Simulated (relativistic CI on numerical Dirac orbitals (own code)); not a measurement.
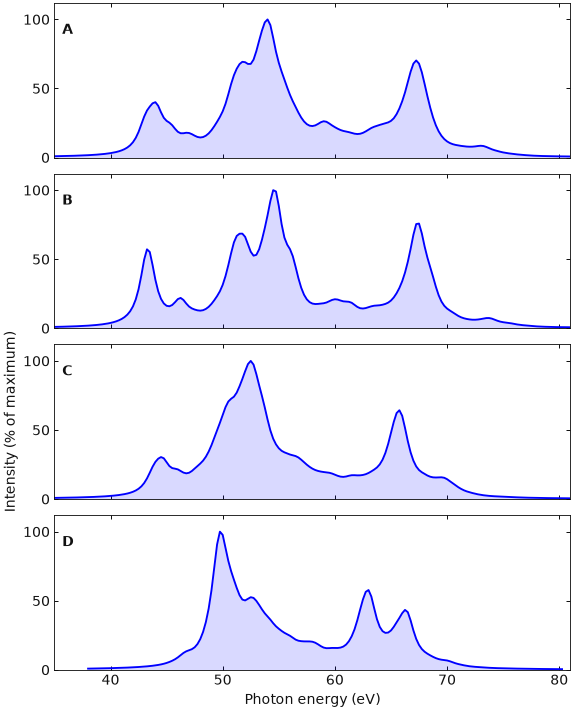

O₂,₃ X-ray absorption of Os V (Os⁴⁺), [Xe] 4f¹⁴ 5d⁴, in 4 environments. Multiplet model: relativistic Dirac–Coulomb–Breit theory, one configuration a step, Slater integrals scaled by 0.8, 300 K, Voigt broadening (Lorentzian 1.5 eV, Gaussian 0.3 eV full widths), computed with a radial Dirac CI code.

(1) a field of D4h symmetry with 10Dq = 57,100, Ds = 2,210, Dt = −720 cm⁻¹
(2) a field of D3d symmetry with 10Dq = 66,600, Dσ = 800, Dτ = −330 cm⁻¹
(3) a field of Td symmetry with 10Dq = −29,750 cm⁻¹
(4) a field of D4h symmetry with 10Dq = 41,650, Ds = 2,680, Dt = −340 cm⁻¹

Which panel belongs to which field?

A is (1), ground-state S = 0.89, maxima at 43.9 eV (40), 51.8 eV (69), 54.0 eV (100), 59.0 eV (26), 67.2 eV (70) and 73.0 eV (9); B is (2), ground-state S = 0.98, maxima at 43.3 eV (57), 46.2 eV (22), 51.6 eV (69), 54.6 eV (100), 60.0 eV (21), 67.4 eV (76) and 73.6 eV (7); C is (4), ground-state S = 0.92, maxima at 44.5 eV (30), 52.5 eV (100) and 65.7 eV (64); D is (3), ground-state S = 0.29, maxima at 49.8 eV (100), 52.5 eV (53), 62.9 eV (58) and 66.3 eV (43) (heights in % of each maximum).

Known limits: free-ion energies, so absolute edge positions are off by a few eV from solids; core and valence shell share one n, so the strongest features autoionise and are far broader and can lie several eV off in experiment.
